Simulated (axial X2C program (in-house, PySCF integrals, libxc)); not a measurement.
**SnIn: from the state search to constants**

Aim: find the lowest determinant of SnIn, scan the bond at several levels and fit the constants, once spin-free and once with spin–orbit coupling.

The runs use an in-house X2C program for linear molecules on PySCF integrals; all-electron X2C, Sn dyall-cv3z, In dyall-cv3z.

All values are calculated.

**1. The job**

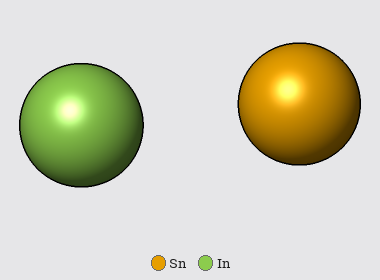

The two atoms at 2.820 Å (tin amber, indium green).

File task.json:

```json
{"zs": [50, 49], "q": 0, "bas": ["dyall-cv3z", "dyall-cv3z"], "levels": ["PBE0", "HF", "B97-3"], "cc": true, "r0": 2.82, "thr": -1.0, "nmax": 90, "npts": 10, "nst": 2, "ntry": 6}
```

Keys: zs atomic numbers; q charge; bas basis sets; levels methods (HF also brings MP2); cc coupled cluster on or off; r0 starting distance in Å; thr threshold in hartree for freezing inner shells (an s shell follows its p shell); nmax most natural virtual spinors; npts points asked for on the curve; nst determinants followed; ntry starts of the search.

The run is started by

```bash
$ python so2c.py task.json out
```

Spin-free means the one-electron spin-free X2C Hamiltonian; two-component (2c) means X2C with spin–orbit coupling and atomic mean-field two-electron Coulomb and Gaunt terms. Basis: Sn dyall-cv3z contracted to [11s12p9d4f1g], In dyall-cv3z contracted to [11s12p9d4f1g]; Gaussian nuclei, density fitting. Masses: Sn 119.902 u, In 114.904 u.

Notation: σ, π±, δ± give the projection m of an orbital's angular momentum (0, ±1, ±2), α and β its spin, Λ and M_S the sums; ω is the projection of a spinor's total angular momentum and Ω the sum. Logs are in hartree.

The results follow Hamiltonian by Hamiltonian and level by level.

**2. Search for the lowest determinant**

Determinants are compared with PBE0 at 2.820 Å.

Spin-free determinants:

```csv
ΔE (eV),state,open shells
0.00,"M_S = 3/2, Λ = 0","beyond closed shells: σα, π+α, π-α"
0.35,"M_S = 1/2, Λ = 0","beyond closed shells: σβ, π+α, π-α"
0.73,"M_S = 1/2, Λ = 0","beyond closed shells: σα, π+β, π-α"
0.73,"M_S = 1/2, Λ = 2","beyond closed shells: σα, π+α, π+β"
0.89,"M_S = 1/2, Λ = 1",beyond closed shells: π+α
1.21,"M_S = 1/2, Λ = 1","beyond closed shells: π+α, π+β, π-α"
2.16,"M_S = 3/2, Λ = 1","beyond closed shells: 2 × π+α, π-α"
```

Two-component determinants:

```tsv
ΔE (eV)	state	open shells
0.00	Ω = 3/2	excess of +ω over −ω: ω = 3/2
0.35	Ω = 1/2	excess of +ω over −ω: 2 × ω = -1/2, ω = 3/2
0.47	Ω = 1/2	excess of +ω over −ω: ω = 1/2
0.73	Ω = 5/2	excess of +ω over −ω: 2 × ω = 1/2, ω = 3/2
0.97	Ω = 1/2	excess of +ω over −ω: ω = 1/2
2.28	Ω = 5/2	excess of +ω over −ω: ω = -1/2, 2 × ω = 3/2
2.42	Ω = 7/2	excess of +ω over −ω: ω = 1/2, 2 × ω = 3/2
```

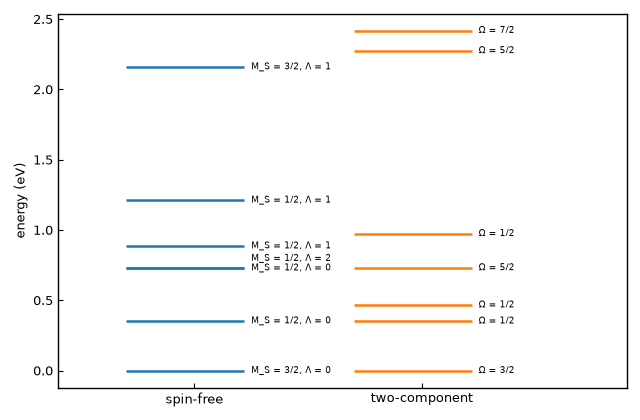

The determinants found, each set from its own lowest.

**3. PBE0, spin-free**

State followed: M_S = 3/2, Λ = 0 (beyond closed shells: σα, π+α, π-α). The scan is laid around 2.851 Å, a first estimate of the minimum, and this SCF restarts from the orbitals of the search.

The SCF at the reference distance of 2.851 Å:

```text
spin-free X2C-1e  PBE0
basis functions 258  fitting functions 1300  grid points 5803
iter        total energy     max residual
   1     -12056.654303762     1.98e+00
   2     -12056.951599974     7.14e-03
   3     -12056.951611489     3.75e-03
   4     -12056.952069852     1.79e-04
   5     -12056.952070987     1.39e-04
   6     -12056.952071493     5.62e-05
   7     -12056.952071598     1.77e-05
   8     -12056.952071603     8.61e-06
   9     -12056.952071607     2.87e-06
  10     -12056.952071607     8.56e-07
converged
one-electron -17495.56625530  Coulomb 5311.24830222  exact exchange -80.64722973  xc functional -246.73405357  nuclear repulsion 454.74716477
```

Along the bond, energies from the lowest point:

| R (Å) | E (eV) | μ (D) | HOMO (eV) | LUMO (eV) | iterations |
| --- | --- | --- | --- | --- | --- |
| 2.480 | 0.4636 | 0.76 | -5.22 | -2.76 | 12 |
| 2.594 | 0.1846 | 0.98 | -5.26 | -2.65 | 11 |
| 2.680 | 0.0693 | 1.17 | -5.28 | -2.58 | 11 |
| 2.765 | 0.0127 | 1.38 | -5.20 | -2.59 | 11 |
| 2.851 | 0.0000 | 1.60 | -5.10 | -2.59 | 10 |
| 2.951 | 0.0259 | 1.87 | -5.00 | -2.59 | 11 |
| 3.051 | 0.0828 | 2.16 | -4.90 | -2.58 | 11 |
| 3.179 | 0.1863 | 2.53 | -4.79 | -2.56 | 11 |
| 3.336 | 0.3399 | 3.00 | -4.66 | -2.53 | 11 |
| 3.564 | 0.5848 | 3.65 | -4.50 | -2.49 | 12 |

Dipoles are positive if In is the positive end.

Outer orbitals at the reference distance:

```tsv
symmetry	occupied	ε (eV)	atomic character
σα	yes	-27.90	100% Sn d
π+α	yes	-27.87	100% Sn d
π-α	yes	-27.87	100% Sn d
δ-α	yes	-27.87	100% Sn d
δ+α	yes	-27.87	100% Sn d
σβ	yes	-27.72	100% Sn d
π-β	yes	-27.69	100% Sn d
π+β	yes	-27.69	100% Sn d
δ-β	yes	-27.69	100% Sn d
δ+β	yes	-27.69	100% Sn d
δ+α	yes	-21.39	100% In d
δ-α	yes	-21.39	100% In d
σα	yes	-21.36	99% In d
δ-β	yes	-21.34	100% In d
δ+β	yes	-21.34	100% In d
π+α	yes	-21.33	100% In d
π-α	yes	-21.33	100% In d
σβ	yes	-21.25	100% In d
π+β	yes	-21.24	100% In d
π-β	yes	-21.24	100% In d
σα	yes	-12.77	66% Sn s, 19% In s, 9% In p
σβ	yes	-11.00	60% Sn s, 27% In s, 7% In p
σα	yes	-9.38	58% In s, 18% Sn p, 15% Sn s
σβ	yes	-8.24	53% In s, 22% Sn s, 13% Sn p
σα	yes	-5.30	47% Sn p, 41% In p, 8% In s
π+α	yes	-5.10	72% Sn p, 23% In p, 4% In d
π-α	yes	-5.10	72% Sn p, 23% In p, 4% In d
σβ	no	-2.59	47% Sn p, 43% In p, 6% In s
π+β	no	-2.43	49% In p, 48% Sn p
π-β	no	-2.43	49% In p, 48% Sn p
π-α	no	-1.77	69% In p, 21% Sn p, 6% Sn d
```

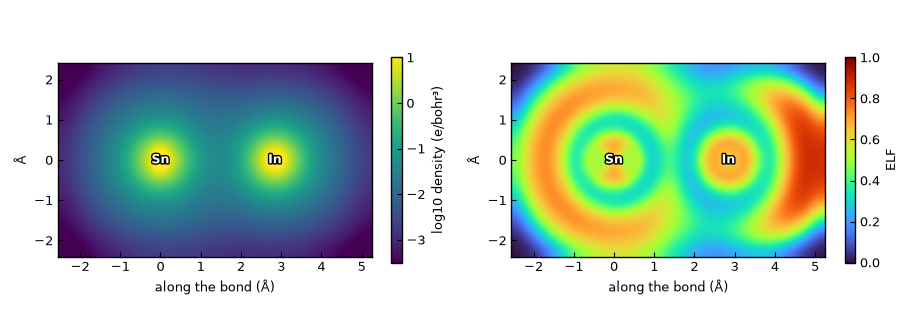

PBE0 fields in a plane through the axis, from a grid of 0.3 Å; Sn lies at z = 0 and In at z = 2.851 Å; the ELF is damped to zero where the density is low.

Re = 2.837 Å, ωe = 146.8 cm⁻¹, ωexe = 0.339 cm⁻¹, Be = 0.03569 cm⁻¹, De = 2.05 eV, μ = 1.56 D.

**4. HF, spin-free**

Output at 2.851 Å:

```text
spin-free X2C-1e  HF
basis functions 258  fitting functions 1300  grid points 5803
iter        total energy     max residual
   1     -12052.159707228     2.19e-01
   2     -12052.197802754     5.45e-03
   3     -12052.199325860     1.64e-03
   4     -12052.199628050     1.15e-03
   5     -12052.199727497     7.33e-04
   6     -12052.199800982     4.89e-04
   7     -12052.199830557     2.99e-04
   8     -12052.199842155     1.62e-04
   9     -12052.199845135     6.87e-05
  10     -12052.199845621     3.92e-05
  11     -12052.199845768     2.15e-05
  12     -12052.199845827     8.61e-06
  13     -12052.199845838     2.28e-06
  14     -12052.199845839     1.11e-06
converged
one-electron -17494.01247360  Coulomb 5309.80556264  exact exchange -322.74009965  xc functional 0.00000000  nuclear repulsion 454.74716477
```

Re = 2.930 Å, ωe = 133.1 cm⁻¹, ωexe = 0.328 cm⁻¹, Be = 0.03347 cm⁻¹, De = 1.25 eV, μ = 2.72 D.

**5. B97-3, spin-free**

Output at 2.851 Å:

```text
spin-free X2C-1e  B97-3
basis functions 258  fitting functions 1300  grid points 5803
iter        total energy     max residual
   1     -12056.923406836     3.52e-02
   2     -12056.925059509     1.98e-03
   3     -12056.925091317     1.56e-03
   4     -12056.925134576     2.53e-04
   5     -12056.925135763     1.48e-04
   6     -12056.925136556     5.24e-05
   7     -12056.925136642     7.32e-06
   8     -12056.925136650     5.68e-06
   9     -12056.925136651     1.23e-06
converged
one-electron -17495.76511860  Coulomb 5311.45652190  exact exchange -86.87196799  xc functional -240.49173673  nuclear repulsion 454.74716477
```

Re = 2.883 Å, ωe = 139.1 cm⁻¹, ωexe = 0.32 cm⁻¹, Be = 0.03456 cm⁻¹, De = 1.88 eV, μ = 1.73 D.

**6. Correlated methods, spin-free**

Correlated methods: 7 electrons correlated (frozen shells, counted by type: Sn 4 s, 3 p, 2 d; In 4 s, 3 p, 2 d), 321 virtual spinors in MP2, 89 natural virtuals in coupled cluster.

Output of the correlated part at 2.851 Å:

```text
correlated 7  virtual 321  natural virtual 89  E(MP2) -0.096820191  MP2 remainder -0.002856154
iter   CCSD correlation   residual
   1     -0.108751362   1.23e-01
   2     -0.114433423   5.08e-02
   3     -0.115042018   1.84e-02
   4     -0.115283327   9.84e-03
   5     -0.115332307   4.85e-03
   6     -0.115345767   1.59e-03
   7     -0.115355915   5.58e-04
   8     -0.115353395   2.30e-04
   9     -0.115353063   8.80e-05
  10     -0.115353299   2.97e-05
  11     -0.115353589   1.10e-05
  12     -0.115353667   4.27e-06
  13     -0.115353698   1.86e-06
  14     -0.115353699   7.36e-07
(T) -0.005952832  T1 0.0404  D1 0.0627  max T2 0.070
```

T1 in the output is the amplitude norm over the root of the electron number; divide by √2 for the Lee–Taylor value.

MP2: Re = 2.870 Å, ωe = 147.7 cm⁻¹, Be = 0.03488 cm⁻¹, De = 1.84 eV.

CCSD: Re = 2.886 Å, ωe = 144.2 cm⁻¹, ωexe = 0.315 cm⁻¹, Be = 0.0345 cm⁻¹, De = 1.76 eV. T1 at Re = 0.029 (Lee–Taylor, the printed value over √2).

CCSD(T): Re = 2.881 Å, ωe = 145.6 cm⁻¹, ωexe = 0.31 cm⁻¹, Be = 0.0346 cm⁻¹, De = 1.86 eV. T1 at Re = 0.029 (Lee–Taylor, the printed value over √2).

**7. A higher determinant, spin-free**

State: M_S = 1/2, Λ = 0 (beyond closed shells: σβ, π+α, π-α).

Output at the reference distance:

```text
spin-free X2C-1e  PBE0
basis functions 258  fitting functions 1300  grid points 5803
iter        total energy     max residual
   1     -12056.642248709     1.99e+00
   2     -12056.938536310     7.38e-03
   3     -12056.938574822     3.76e-03
   4     -12056.939003161     1.81e-04
   5     -12056.939004478     1.13e-04
   6     -12056.939004864     4.73e-05
   7     -12056.939004945     8.85e-06
   8     -12056.939004952     7.27e-06
   9     -12056.939004954     1.71e-06
  10     -12056.939004955     1.18e-06
converged
one-electron -17495.32714848  Coulomb 5311.00729214  exact exchange -80.64290845  xc functional -246.72340494  nuclear repulsion 454.74716477
```

| R (Å) | E above the lowest PBE0 point (eV) |
| --- | --- |
| 2.480 | 0.792 |
| 2.594 | 0.521 |
| 2.680 | 0.413 |
| 2.765 | 0.362 |
| 2.851 | 0.356 |
| 2.951 | 0.387 |
| 3.051 | 0.448 |
| 3.179 | 0.553 |
| 3.336 | 0.704 |

Re = 2.824 Å, ωe = 148.5 cm⁻¹, ωexe = 0.401 cm⁻¹, Be = 0.03604 cm⁻¹, μ = 1.54 D. ⟨S²⟩ = 1.77 against 0.75 for a pure state, so this determinant mixes spins. Te = 0.35 eV.

**8. The spin-free curves together**

Energy (eV) of the followed determinant, spin-free, from each level's lowest point:

| R (Å) | PBE0 | HF | MP2 | CCSD | CCSD(T) | B97-3 |
| --- | --- | --- | --- | --- | --- | --- |
| 2.480 | 0.464 | 0.663 | 0.569 | n/a | n/a | 0.557 |
| 2.594 | 0.185 | 0.319 | 0.246 | 0.266 | 0.263 | 0.245 |
| 2.680 | 0.069 | 0.159 | 0.105 | 0.118 | 0.115 | 0.108 |
| 2.765 | 0.013 | 0.061 | 0.028 | 0.034 | 0.033 | 0.031 |
| 2.851 | 0.000 | 0.012 | 0.000 | 0.000 | 0.000 | 0.000 |
| 2.951 | 0.026 | 0.000 | 0.013 | 0.006 | 0.008 | 0.007 |
| 3.051 | 0.083 | 0.024 | 0.063 | 0.048 | 0.052 | 0.046 |
| 3.179 | 0.186 | 0.090 | 0.163 | 0.138 | 0.146 | 0.131 |
| 3.336 | 0.340 | 0.204 | 0.320 | n/a | n/a | 0.264 |
| 3.564 | 0.585 | 0.396 | 0.580 | n/a | n/a | 0.486 |

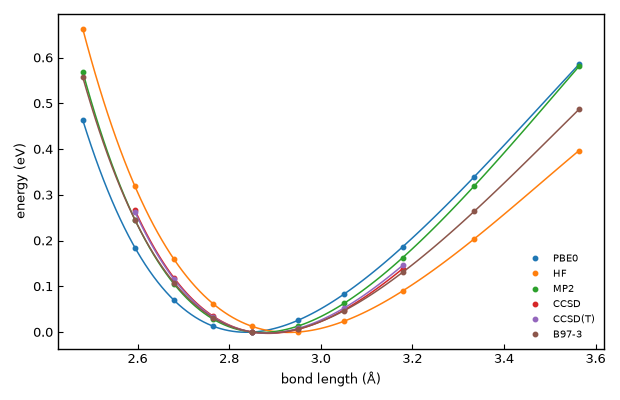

Curves of the followed state, spin-free, each from its own lowest point.

(Part 1 of 2 ends here.)
